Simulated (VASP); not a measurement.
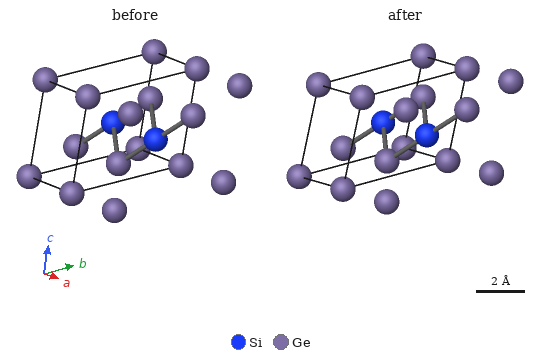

The structure of solid SiGe₃ (a generated structure, set up in R-3m) before (left) and after (right) a relaxation, at one scale.

The picture is a ball-and-stick view of the cell of the calculation, repeated 2 × 1 × 1 with one cell outlined, seen slightly off an axis.

The run lets cell and atoms move.

Method: Kohn-Sham DFT of a periodic cell, PBE, VASP PAW PBE potentials, recommended (VASP).

The input:
```
PREC     = Normal         # precision mode
ENCUT    = 520            # plane-wave cutoff, eV
EDIFF    = 1E-4           # SCF threshold, eV
ISMEAR   = 0              # smearing method
SIGMA    = 0.15           # smearing width, eV
LREAL    = F              # projectors in reciprocal space
LASPH    = T              # aspherical terms in the spheres
NELM     = 60             # most SCF steps
ALGO     = Fast           # electronic algorithm
ISIF     = 3              # what is computed and relaxed
LWAVE    = F              # write WAVECAR
LCHARG   = F              # write CHGCAR
GGA      = PE             # functional
IBRION   = 2              # ionic algorithm
NSW      = 24             # ionic steps
EDIFFG   = -0.08          # ionic threshold
```

Launched with:
```bash
cat potpaw_PBE.64/Si/POTCAR potpaw_PBE.64/Ge_d/POTCAR > POTCAR
mpirun -np 1 vasp_std > vasp.out
```

Q: Summarise the run.

A: The energy falls by 0.448 eV per cell of the calculation in 7 geometry steps. Largest force component: 0.72 eV/Å at the start, 0.047 eV/Å at the end. Pressure: −3.73 GPa at the start and −0.23 GPa at the end. The largest moves relative to the cell, 0.17 Å, are those of Ge atoms. Si stays in place. The drawn cell changes as follows: a = b = c 4.729 → 4.575 Å (−3.2 %), α 67.9° → 64.0°, β 67.9° → 64.0°, γ 67.9° → 64.0°; the volume changes by −15.5 %. Among the contacts that change: Ge–Si 3.278 → 2.986 Å, Ge–Si 2.409 → 2.583 Å. The space group stays R-3m (No. 166). The volume changes by over a tenth within one run on a fixed set of plane waves, so the end point should be relaxed again from the new cell. It ran on 1 thread of Intel(R) Xeon(R) Platinum 8259CL CPU @ 2.50GHz (Skylake/Cascade Lake), with other jobs on the host.
